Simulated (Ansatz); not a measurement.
# H₆NO₂ScSi: ionisation energy by level of theory

Aim: the vertical ionisation energy of H₆NO₂ScSi, as cation minus neutral at the neutral's geometry, on several levels, and how well −ε(HOMO) stands in for it.

Program: Ansatz 0.2.0, Gaussian basis. Level of theory: unrestricted cation, the program's frozen cores in correlated methods. These are calculated values, not measurements.

Levels to be run: UKS PBE-D4/def2-TZVPP; UKS r2SCAN-D4/def2-TZVPP; UKS PBE0-D4/def2-TZVPP; UKS B3LYP-D4/def2-TZVPP; UKS wB97X-V/def2-TZVPP; UKS wB97M-V/def2-TZVPP; UKS B2PLYP/def2-TZVPP; UHF-CCSD(T)/def2-TZVPP; UHF-MP2/def2-QZVPP; extrapolation to the limit; then −ε(HOMO) from the neutral's earlier runs with LDA (SPW92), PBE-D4, revPBE-D4, BLYP-D4, r2SCAN-D4, B97M-V, PBE0-D4, B3LYP-D4, r2SCANh-D4, r2SCAN0-D4, HSE06-D4, BHLYP-D4, CAM-B3LYP-D4, LC-ωPBE, ωB97X-V, ωB97M-V.

## (1) Structure used throughout

An earlier PBE0-D4 in a triple-zeta def2 set relaxation fixed the geometry.

SMILES `[NH2][Sc]([OH])[O][SiH3]`, 11 atoms, charge 0, spin multiplicity 1.

Atoms are counted from 1 here; the program's logs count them from 0.

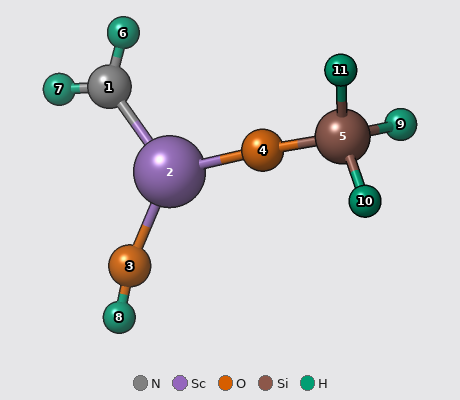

The structure; nitrogen grey, scandium purple, oxygen orange, silicon brown, hydrogen teal; atoms are numbered from 1 in the order of the file.

## (2) Cation, UKS PBE-D4/def2-TZVPP

in.yaml

```yaml
crystal:
  periodic: [false, false, false]
  atoms:
    - {symbol: N, position_ang: [0.145016, 1.218054, 2.210213]}
    - {symbol: Sc, position_ang: [0.441669, -0.281348, 0.951597]}
    - {symbol: O, position_ang: [1.349888, -1.773004, 1.615777]}
    - {symbol: O, position_ang: [-0.225038, -0.076192, -0.822508]}
    - {symbol: Si, position_ang: [-0.767775, 0.020291, -2.349975]}
    - {symbol: H, position_ang: [-0.328023, 2.088649, 2.002745]}
    - {symbol: H, position_ang: [0.437696, 1.254324, 3.178268]}
    - {symbol: H, position_ang: [1.784443, -2.607829, 1.760931]}
    - {symbol: H, position_ang: [-2.216447, -0.323474, -2.417594]}
    - {symbol: H, position_ang: [-0.028412, -0.918499, -3.241172]}
    - {symbol: H, position_ang: [-0.593028, 1.399019, -2.888273]}
basis:
  gaussian: {orbitals: def2-TZVPP}
total_charge: 1
magnetization: {spin_polarized: true, initial_magnetization: 1}
hamiltonian: {xc: pbe, dispersion: d4}
```

Command:

```
ansatz run in.yaml --threads 2 --pin off --events-out ev --progress --plain --max-ram 32768MiB --backend cuda --devices 0, --max-vram 18GiB
```

Further steps of the session: Cation, UKS r2SCAN-D4/def2-TZVPP; Cation, UKS PBE0-D4/def2-TZVPP; Cation, UKS B3LYP-D4/def2-TZVPP; Cation, UKS wB97X-V/def2-TZVPP; Cation, UKS wB97M-V/def2-TZVPP; Cation, UKS B2PLYP (frozen core)/def2-TZVPP; Cation, UHF-CCSD(T)/def2-TZVPP; Cation, UHF-MP2/def2-QZVPP.

Before running them: what should the planned runs give, taken together? Wanted: ionisation energy, CCSD(T)/CBS; nearest functional by difference; nearest −ε(HOMO); −ε(HOMO) of PBE; T1 of the cation.

**Answer**, as computed:

| quantity | value |
| --- | --- |
| ionisation energy, CCSD(T)/CBS | 9.47 eV |
| nearest functional by difference | ωB97M-V (-0.10 eV) |
| nearest −ε(HOMO) | ωB97M-V (+0.01 eV) |
| −ε(HOMO) of PBE | 5.78 eV |
| T1 of the cation | 0.017 |

What this shows: Energy differences with functionals land within 0.59 eV of the reference. The PBE orbital energy is 3.7 eV too small: a semilocal HOMO is no ionisation energy. Among orbital estimates ωB97M-V comes nearest. Hartree-Fock falls 1.64 eV short, as the neutral has more correlation energy than the cation. The cation may have settled in a state other than its lowest; no search over hole states beyond the program's own was made. Correlated methods include outer-core shells of Sc, which these sets cover unevenly.
